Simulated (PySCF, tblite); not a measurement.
# C7H12B radical: geometry, infrared bands and EPR parameters

Aim: predict the infrared bands and EPR parameters of C7H12B radical (`BC#C[C@H](C)[C@@H]([CH2])C`).

The runs use tblite 0.8.0 and PySCF 2.14.0, with density-fitted response routines of our own; the level of theory stands in each step. All values are computed, except where a source is named. Atoms count from 0, in the outputs and in this text.

## 1. Starting geometry

20 atoms, charge 0, multiplicity 2; geometry from: force field or distance geometry start.

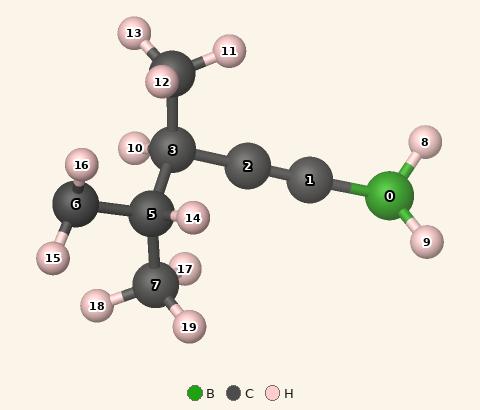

The starting geometry (boron green, carbon dark grey, hydrogen pink), atoms numbered; sticks join atoms by distance.

## 2. Optimising the geometry with GFN2-xTB

The job: settings as JSON, then the geometry in Å.

```
{"job": {"kind": "relax", "xc": "GFN2-xTB", "basis": "xTB"}, "charge": 0, "multiplicity": 2}
B      3.032400     0.724600     2.215200
C      1.876800     0.183000     1.326900
C      0.995800    -0.274800     0.640600
C     -0.079700    -0.793000    -0.231500
C      0.494000    -1.367000    -1.518400
C     -1.053300     0.332300    -0.462500
C     -2.207300    -0.064700    -1.340600
C     -1.518600     0.795000     0.922800
H      4.084500     0.160800     2.119100
H      3.156000     1.917000     2.301400
H     -0.568100    -1.602000     0.373200
H      1.591200    -1.243500    -1.445900
H      0.165800    -0.763400    -2.385800
H      0.308600    -2.444400    -1.627700
H     -0.522100     1.171600    -0.974500
H     -3.065300     0.631600    -1.217600
H     -1.855600    -0.052500    -2.386600
H     -0.837200     0.325300     1.654000
H     -2.589100     0.472700     1.077900
H     -1.413900     1.902100     0.957200
```

Run with:

```console
$ OMP_NUM_THREADS=1 python probes_run.py task.json out
```

The driver reads the jobs from task.json and runs them one after another.

Log:

```text
step      E/eV     max force
  0    -602.73939    2.407
  1    -603.01384    3.065
  2    -603.21599    3.295
  3    -603.37295    0.873
  4    -603.45348    0.778
  5    -603.50194    0.612
  6    -603.52924    0.514
  7    -603.55416    0.437
  8    -603.57208    0.399
  9    -603.58857    0.314
 10    -603.60359    0.377
 11    -603.61591    0.274
 12    -603.62354    0.213
 13    -603.62894    0.198
 14    -603.63477    0.233
 15    -603.64115    0.269
 16    -603.64628    0.196
 17    -603.64918    0.097
 18    -603.65091    0.086
 19    -603.65254    0.119
 20    -603.65443    0.128
 21    -603.65662    0.120
 22    -603.65899    0.112
 23    -603.66168    0.138
 24    -603.66524    0.179
 25    -603.67014    0.183
 26    -603.67578    0.213
 27    -603.68106    0.207
 28    -603.68563    0.162
 29    -603.69008    0.170
 30    -603.69569    0.174
 31    -603.70236    0.191
 32    -603.70797    0.354
 33    -603.71234    0.252
 34    -603.71840    0.177
 35    -603.72670    0.198
 36    -603.73377    0.204
 37    -603.74362    0.192
 38    -603.75379    0.252
 39    -603.76380    0.246
 40    -603.75407    0.757
 41    -603.78149    0.215
 42    -603.78923    0.266
 43    -603.80297    0.278
 44    -603.81216    0.249
 45    -603.81994    0.260
 46    -603.82605    0.172
 47    -603.82956    0.296
 48    -603.83484    0.124
 49    -603.83760    0.103
 50    -603.84227    0.124
 51    -603.84496    0.148
 52    -603.85083    0.177
 53    -603.85497    0.245
 54    -603.85845    0.160
 55    -603.86224    0.199
 56    -603.86683    0.287
 57    -603.87199    0.177
 58    -603.87641    0.123
 59    -603.87812    0.092
 60    -603.87985    0.087
 61    -603.88114    0.066
 62    -603.88207    0.072
 63    -603.88307    0.066
 64    -603.88433    0.085
 65    -603.88561    0.085
 66    -603.88681    0.101
 67    -603.88831    0.125
 68    -603.89030    0.145
 69    -603.89251    0.180
 70    -603.89464    0.106
 71    -603.89641    0.093
 72    -603.89747    0.092
 73    -603.89874    0.088
 74    -603.90024    0.088
 75    -603.90159    0.070
 76    -603.90291    0.079
 77    -603.90428    0.111
 78    -603.90565    0.101
 79    -603.90683    0.081
 80    -603.90785    0.070
 81    -603.90881    0.085
 82    -603.90969    0.079
 83    -603.91046    0.069
 84    -603.91115    0.053
 85    -603.91168    0.060
 86    -603.91201    0.044
 87    -603.91226    0.051
 88    -603.91250    0.045
 89    -603.91281    0.026
 90    -603.91297    0.029
 91    -603.91315    0.027
 92    -603.91327    0.030
 93    -603.91338    0.026
 94    -603.91348    0.023
 95    -603.91358    0.022
 96    -603.91366    0.020
 97    -603.91374    0.023
 98    -603.91384    0.026
 99    -603.91396    0.029
100    -603.91411    0.027
101    -603.91424    0.025
102    -603.91435    0.023
103    -603.91446    0.032
104    -603.91462    0.040
105    -603.91485    0.044
106    -603.91506    0.084
107    -603.91526    0.036
108    -603.91544    0.039
109    -603.91561    0.043
110    -603.91582    0.031
111    -603.91599    0.044
112    -603.91609    0.029
113    -603.91617    0.029
114    -603.91626    0.017
115    -603.91631    0.011
116    -603.91634    0.016
117    -603.91638    0.016
118    -603.91643    0.015
119    -603.91648    0.013
120    -603.91653    0.014
121    -603.91657    0.016
122    -603.91663    0.017
123    -603.91672    0.025
124    -603.91687    0.027
125    -603.91705    0.031
126    -603.91718    0.027
127    -603.91727    0.024
128    -603.91733    0.019
129    -603.91741    0.025
130    -603.91749    0.022
131    -603.91754    0.018
132    -603.91758    0.017
133    -603.91763    0.015
134    -603.91769    0.020
135    -603.91774    0.019
136    -603.91779    0.018
137    -603.91785    0.021
138    -603.91794    0.025
139    -603.91806    0.029
140    -603.91817    0.024
141    -603.91824    0.015
142    -603.91829    0.017
143    -603.91834    0.017
144    -603.91841    0.017
145    -603.91847    0.015
146    -603.91851    0.012
147    -603.91854    0.012
148    -603.91858    0.016
149    -603.91865    0.016
150    -603.91871    0.020
151    -603.91878    0.019
152    -603.91886    0.025
153    -603.91897    0.031
154    -603.91910    0.028
155    -603.91925    0.024
156    -603.91937    0.029
157    -603.91948    0.026
158    -603.91957    0.021
159    -603.91969    0.025
160    -603.91980    0.028
161    -603.91998    0.040
162    -603.92020    0.053
163    -603.92044    0.052
164    -603.92041    0.086
165    -603.92078    0.029
166    -603.92089    0.024
167    -603.92108    0.032
168    -603.92115    0.024
169    -603.92124    0.015
170    -603.92130    0.015
171    -603.92133    0.015
172    -603.92138    0.014
173    -603.92142    0.012
174    -603.92145    0.008
```

Wall time 0.99 s (1 thread of Arm Neoverse V2, shared host).

Along the way: (not every step is listed)

```csv
step,energy from step 0 (eV),largest force (eV/Å)
0,0.0000,2.4069
1,-0.2745,3.0648
2,-0.4766,3.2952
3,-0.6336,0.8729
4,-0.7141,0.7777
5,-0.7626,0.6120
6,-0.7899,0.5139
7,-0.8148,0.4375
8,-0.8327,0.3992
24,-0.9259,0.1795
40,-1.0147,0.7570
56,-1.1274,0.2872
72,-1.1581,0.0923
88,-1.1731,0.0448
104,-1.1752,0.0400
120,-1.1771,0.0141
136,-1.1784,0.0176
152,-1.1795,0.0250
168,-1.1818,0.0239
169,-1.1819,0.0150
170,-1.1819,0.0154
171,-1.1819,0.0146
172,-1.1820,0.0144
173,-1.1820,0.0124
174,-1.1821,0.0075
```

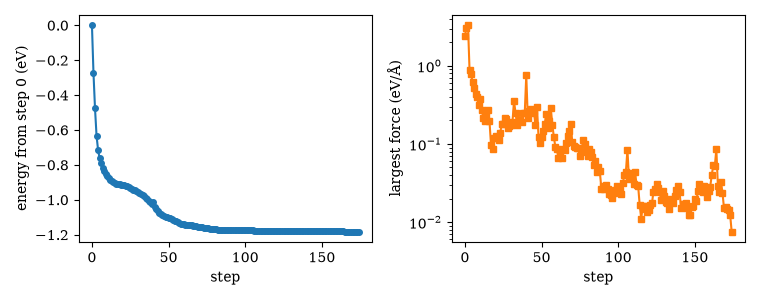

Energy and largest force along the relaxation.

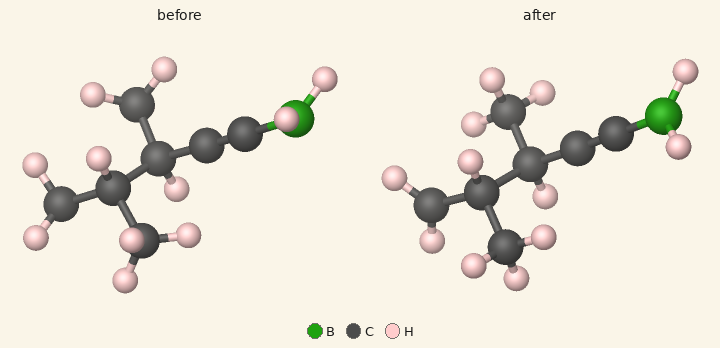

The geometry before (left) and after (right).

Distances of close pairs at the start and the end, largest changes first:

```csv
bond,before (Å),after (Å),change (Å)
C3–C5,1.506,1.575,+0.069
B0–C1,1.555,1.491,-0.064
C7–H18,1.129,1.088,-0.041
C6–H15,1.112,1.074,-0.038
C5–C6,1.503,1.466,-0.037
C2–C3,1.478,1.443,-0.036
C6–H16,1.104,1.072,-0.031
B0–H9,1.202,1.172,-0.030
```

The end geometry stands in the next job.

## 3. Harmonic vibrations with GFN2-xTB

The job: settings as JSON, then the geometry in Å.

```
{"job": {"kind": "ir", "xc": "GFN2-xTB", "basis": "xTB"}, "charge": 0, "multiplicity": 2}
B      3.163141     0.694539     2.047461
C      2.012422     0.176855     1.254083
C      1.075464    -0.252189     0.615050
C     -0.026102    -0.726057    -0.187420
C      0.492249    -1.363010    -1.478841
C     -1.014823     0.461895    -0.490963
C     -2.091859     0.029434    -1.387300
C     -1.576981     0.980073     0.838398
H      4.250901     0.350043     1.783688
H      2.967955     1.446701     2.924149
H     -0.580295    -1.475798     0.389499
H      1.178332    -2.175477    -1.247919
H      1.022833    -0.625615    -2.077820
H     -0.338619    -1.754728    -2.062132
H     -0.423904     1.250785    -0.968365
H     -2.888632    -0.584050    -1.010373
H     -2.076260     0.254726    -2.435489
H     -0.766026     1.261134     1.506640
H     -2.178358     0.212035     1.320646
H     -2.206587     1.849382     0.663972
```

Log:

```text
mode    cm-1     km/mol
  1      59.9      0.71
  2      68.2      3.64
  3      88.6      0.71
  4     135.0      0.23
  5     157.6      2.05
  6     208.3      0.23
  7     216.5      0.33
  8     226.9      0.35
  9     252.4      0.16
 10     277.9      0.34
 11     329.0      2.43
 12     365.9      1.56
 13     425.0      1.86
 14     481.9      0.16
 15     511.1     17.12
 16     530.1     26.16
 17     755.5     11.89
 18     795.8    158.34
 19     817.6      8.90
 20     825.0      8.35
 21     917.6      1.93
 22     955.2      2.36
 23     990.9     10.79
 24    1016.3      6.90
 25    1073.9      0.98
 26    1085.9      3.48
 27    1119.2     12.73
 28    1145.2     18.68
 29    1167.6      1.38
 30    1211.0     19.51
 31    1238.2     20.59
 32    1275.9      5.37
 33    1300.7     12.35
 34    1318.5      0.24
 35    1399.3      0.84
 36    1401.1      1.97
 37    1411.5      1.06
 38    1487.9      2.93
 39    1493.6      3.10
 40    1497.6      2.08
 41    1498.5      1.33
 42    2270.1    169.25
 43    2616.1    199.68
 44    2645.6    136.41
 45    2908.4     19.45
 46    2934.9     45.46
 47    3027.5     22.07
 48    3028.4     35.81
 49    3031.1     41.64
 50    3033.8     18.31
 51    3036.9     21.39
 52    3039.1     30.27
 53    3126.7     17.66
 54    3169.7     38.46
```

Wall time 0.6 s (1 thread of Arm Neoverse V2, shared host).

Which atoms move in the most intense modes:

```csv
cm⁻¹,km/mol,atoms
796,158.3,"H9 34 %, H8 34 %, B0 27 %"
2270,169.2,"C2 51 %, C1 48 %"
2616,199.7,"H9 54 %, H8 41 %"
2646,136.4,"H8 51 %, H9 38 %, B0 11 %"
2935,45.5,H14 90 %
3028,35.8,H18 79 %
3031,41.6,"H11 59 %, H12 29 %"
3170,38.5,"H16 61 %, H15 28 %, C6 10 %"
```

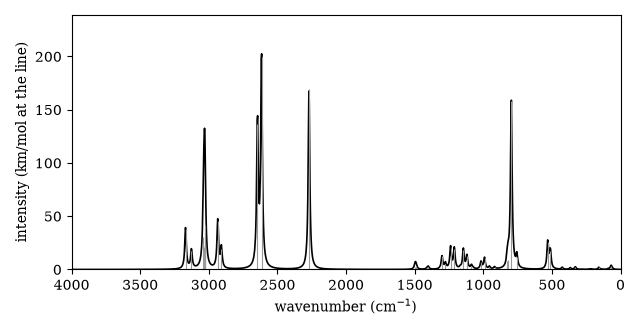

The infrared spectrum from these modes, unscaled. Lines are broadened to a width of 14 cm⁻¹ (Lorentzian).

## 4. EPR parameters: B3LYP/pcH-1

The job, as its differences from that of step 3:

```diff
@@ -1,2 +1,2 @@
-{"job": {"kind": "ir", "xc": "GFN2-xTB", "basis": "xTB"}, "charge": 0, "multiplicity": 2}
+{"job": {"kind": "epr", "basis": "pcH-1"}, "charge": 0, "multiplicity": 2}
 B      3.163141     0.694539     2.047461
```

Level: UKS B3LYP, pcH-1 on B C H, non-relativistic, mean-field spin-orbit, GIAO.

Log:

```text
UKS, coarse grid
  cycle   1  E = -298.65085786  |g| = 3.60e-01
  cycle   2  E = -298.63016731  |g| = 4.20e-01
  cycle   3  E = -298.71359023  |g| = 1.33e-01
  cycle   4  E = -298.72097004  |g| = 5.39e-02
  cycle   5  E = -298.72253323  |g| = 9.16e-03
  cycle   6  E = -298.72258366  |g| = 3.05e-03
  cycle   7  E = -298.72258862  |g| = 1.17e-03
  cycle   8  E = -298.72258907  |g| = 4.16e-04
UKS, final grid
  cycle   1  E = -298.72253971  |g| = 4.45e-04
  cycle   2  E = -298.72253964  |g| = 5.86e-04
  cycle   3  E = -298.72253981  |g| = 1.34e-04
  cycle   4  E = -298.72253981  |g| = 3.87e-05
  cycle   5  E = -298.72253981  |g| = 1.55e-05
E = -298.72253981 Eh   <S^2> = 0.7538 (exact 0.7500)
g shifts (ppm)      1          2          3
  rmc          -144       -144       -144
  gc             10         40         17
  oz_so         -23        512        651
  total        -157        408        524
hyperfine (MHz)  atom isotope    a_iso     a_fc   dipolar eigenvalues
    0   11B      -0.61      -0.61     -0.42      0.05      0.37
    1   13C       2.50       2.50     -1.88     -1.44      3.32
    2   13C       3.21       3.21     -2.51      0.05      2.46
    3   13C      75.92      75.92     -5.83     -5.25     11.09
    4   13C       5.38       5.38     -1.88     -0.39      2.27
    5   13C     -31.39     -31.39     -1.83     -0.75      2.58
    6   13C      90.37      90.37    -80.83    -80.07    160.90
    7   13C      35.29      35.29     -3.49     -3.34      6.83
    8    1H       1.39       1.39     -0.42     -0.27      0.69
    9    1H       1.81       1.81     -0.46     -0.15      0.61
   10    1H      -4.56      -4.56     -4.76     -2.28      7.04
   11    1H      -0.72      -0.72     -1.90     -1.09      2.98
   12    1H       0.49       0.49     -2.19     -1.88      4.07
   13    1H       1.81       1.81     -6.55     -3.11      9.66
   14    1H      13.16      13.16     -5.39     -4.04      9.42
   15    1H     -62.41     -62.41    -38.86     -0.33     39.19
   16    1H     -63.36     -63.36    -39.21      0.01     39.20
   17    1H      12.57      12.57     -2.60     -1.50      4.10
   18    1H      -2.10      -2.10     -3.71     -2.70      6.42
   19    1H      -1.98      -1.98     -5.02     -2.31      7.32
```

Wall time 1.8 min (1 thread of Arm Neoverse V2, shared host); peak memory 1.1 GiB.

Principal g values 2.00216, 2.00273, 2.00284; g(iso) = 2.00258, against 2.00232 for a free electron.

Mean a(iso) over the nuclei that a row names, and the largest dipolar term of the row (other rows stand at the frozen geometry):

```csv
nuclei,isotope,a(iso) (MHz),"a(iso) (G, at g = 2.0023)",largest dipolar term (MHz)
C6,13C,90.4,32.2,160.9
C3,13C,75.9,27.1,11.1
"H15, H16",1H,-62.9,-22.4,-39.2
C7,13C,35.3,12.6,6.8
C5,13C,-31.4,-11.2,2.6
H14,1H,13.2,4.7,9.4
C4,13C,5.4,1.9,2.3
H10,1H,-4.6,-1.6,7.0
C2,13C,3.2,1.1,-2.5
"H17, H18, H19",1H,2.8,1.0,7.3
C1,13C,2.5,0.9,3.3
"H8, H9",1H,1.6,0.6,0.7
B0,11B,-0.6,-0.2,-0.4
"H11, H12, H13",1H,0.5,0.2,9.7
```

Mulliken spin populations:

B0 0.00; C1 0.02; C2 -0.01; C3 0.05; C4 0.01; C5 -0.09; C6 1.07; C7 0.02; H8 0.00; H9 0.00; H10 0.00; H11 0.00; H12 0.00; H13 0.00; H14 0.01; H15 -0.05; H16 -0.05; H17 0.01; H18 0.00; H19 0.00

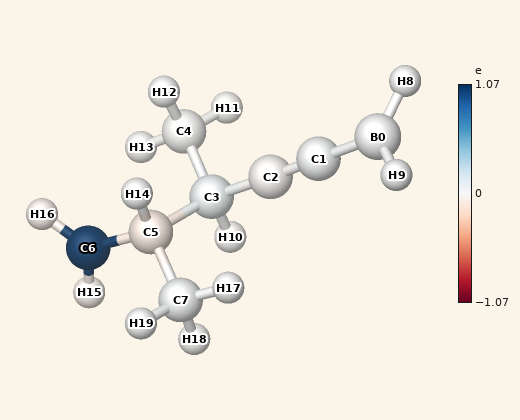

Mulliken spin populations, as colours on the atoms.

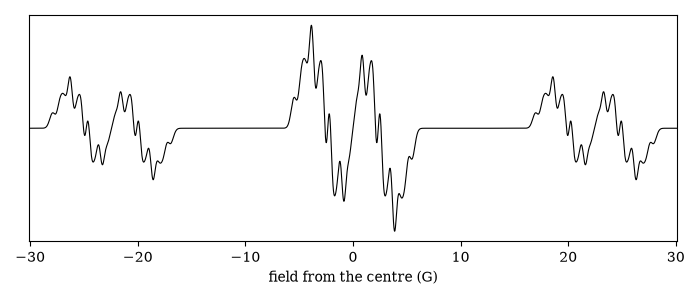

First-order isotropic spectrum (first derivative, main isotopes with spin only, couplings over 0.8 MHz, Gaussian width 0.3 G; couplings of the frozen geometry, rotation of groups not averaged beyond the rows shown).

Orbitals, density, ELF and potential are computed afterwards from the orbital file.

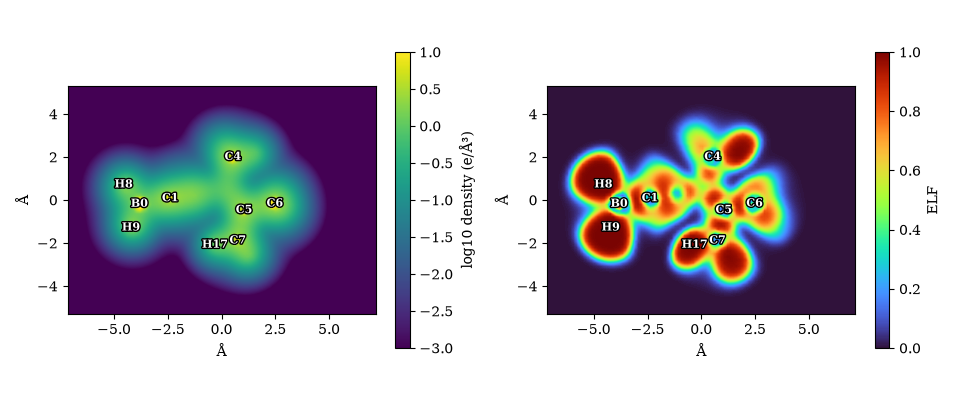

Density (left) and ELF (right) in a plane through or near 9 of the atoms.

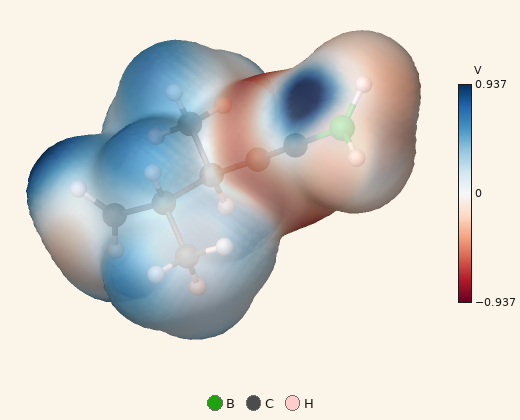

The potential that a unit positive charge feels on the 0.002 e/bohr³ surface, from -0.65 V near C1 to 0.94 V near B0.

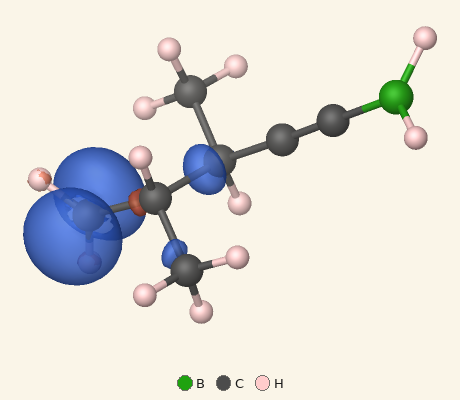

Spin density at ±0.04 e/Å³ (alpha excess blue, beta excess red).

## 5. Results

| quantity | value |
| --- | --- |
| strongest single infrared mode (GFN2-xTB) | 2616 cm⁻¹, 200 km/mol |
| zero-point energy (GFN2-xTB) | 102.1 kcal/mol |
| g(iso) (B3LYP) | 2.00258 |
| ⟨S²⟩ | 0.754 (exact 0.75) |
| largest a(iso) (averaged by class) | 13C on C6, 90.4 MHz |
| potential on the surface of density 0.002 e/bohr³, 1st and 99th percentile | -0.65 V and 0.94 V |

What this shows: The optimisation took 174 steps and gained 1.182 eV; among the close pairs (by a distance rule), C3–C5 changed most, from 1.506 to 1.575 Å. No mode is imaginary among the 54: a minimum at this level. The strongest single mode, at 2616 cm⁻¹, moves mainly H9 and H8. Unscaled tight-binding wavenumbers are off by several per cent, some by more. Its intensities can rank the bands wrongly. Most of the unpaired spin sits on C6 (1.07 e). The isotropic g lies 0.3 ppt above the free-electron value. These values are for one conformer; the search (at its own cheap level) found 2 more, at 0.89, 0.90 kcal/mol, and measured spectra average over such forms.
